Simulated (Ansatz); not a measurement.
## Electronic structure of BFH₃Si (charge +1) in real space

```yaml
atoms:
  - { symbol: B, position_ang: [-1.0455, 1.2536, 0.1942] }
  - { symbol: F, position_ang: [-0.0039, -0.8026, -1.8249] }
  - { symbol: Si, position_ang: [-0.4787, -0.6151, -0.3254] }
  - { symbol: H, position_ang: [-0.2048, 1.9859, 0.6221] }
  - { symbol: H, position_ang: [-0.4144, -1.8869, 0.4353] }
  - { symbol: H, position_ang: [-2.1954, 1.5415, 0.0483] }
```

Geometry: PBE0-D3(BJ)/pcseg-1.

These are results of isolated molecule in a Gaussian basis; Kohn-Sham density functional theory, functional PBE0 (Ansatz 0.2.0), not measurements.

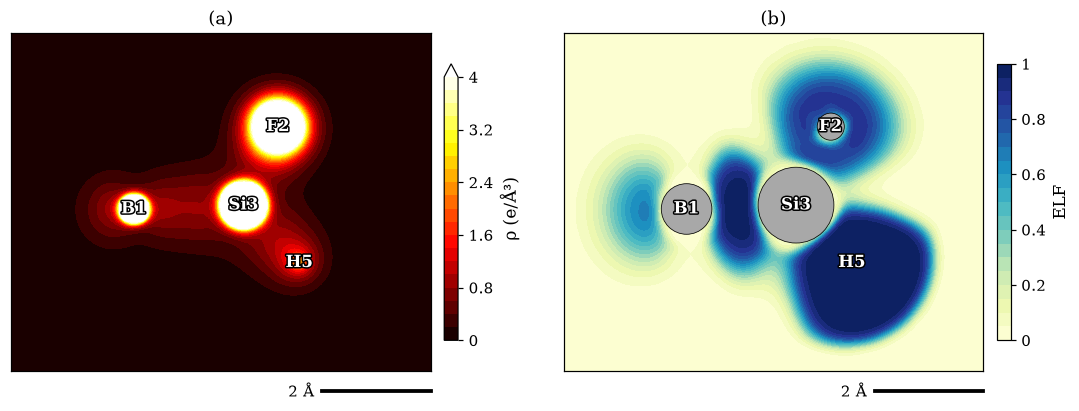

Figure 1. (a) total electron density; (b) electron localisation function on the plane of atoms B1, Si3 and H5. Grey discs cover the atomic cores in the ELF map.

What does the map show?

Answer. Atoms in the plane: B, F, Si and H. Si–F (1.58 Å): ρ is about 1.2 e/Å³ halfway; the ELF peaks at about 0.85 in the valence shell of F, 0.6 Å from its nucleus, and is about 0.45 at the midpoint. Si–B (2.02 Å): ρ is about 0.81 e/Å³ halfway; the ELF peaks at about 1 between the atoms: a shared electron pair. Si–H (1.48 Å): the density is about 0.9 e/Å³ at the midpoint; the ELF climbs to about 1 towards the hydrogen, as it does in any bond to H. The ELF also peaks beside F2, away from the bonds: lone-pair regions.

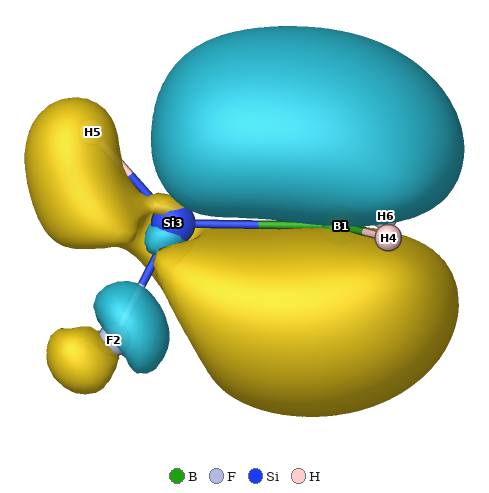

Figure 2. The LUMO at ±0.06 Å⁻³ᐟ² (yellow and cyan are the two phases), seen across its widest extent.

Describe this orbital and give its energy.

Answer. By Hirshfeld shares it lies mainly on B1 (about 60 %) and Si3 (about 25 %). Its energy is −9.07 eV.

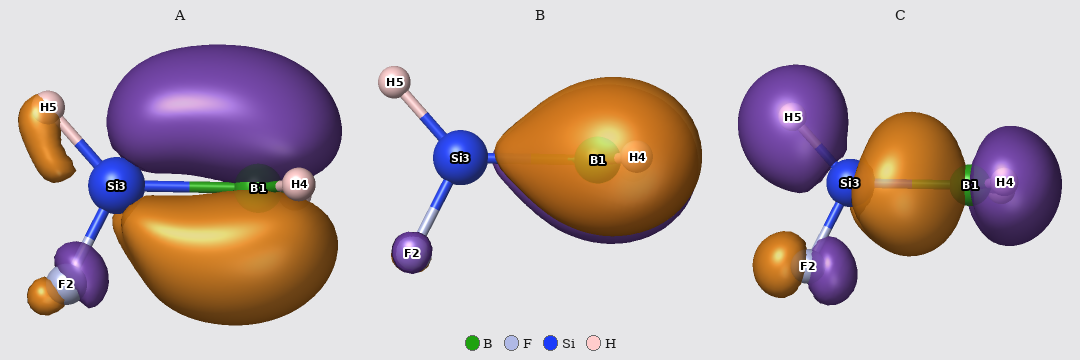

Figure 3. Three frontier orbitals at ±0.1 Å⁻³ᐟ² (orange and purple are the two phases), in no order.

Which picture is the HOMO−1, the HOMO and the LUMO?

Answer. B is the HOMO−1 (−16.52 eV). Its weight (Hirshfeld) is mainly on B1 (about 45 %), H4 (about 25 %) and H6 (about 25 %). C is the HOMO (−15.60 eV). By Hirshfeld shares it lies mainly on B1 (about 30 %), Si3 (about 30 %), H5 (about 15 %), H4 (about 10 %), H6 (about 10 %) and F2 (about 10 %). A is the LUMO (−9.07 eV). By Hirshfeld shares it lies mainly on B1 (about 60 %) and Si3 (about 25 %).

What is the HOMO–LUMO gap?

Answer. 6.53 eV between the orbital energies.
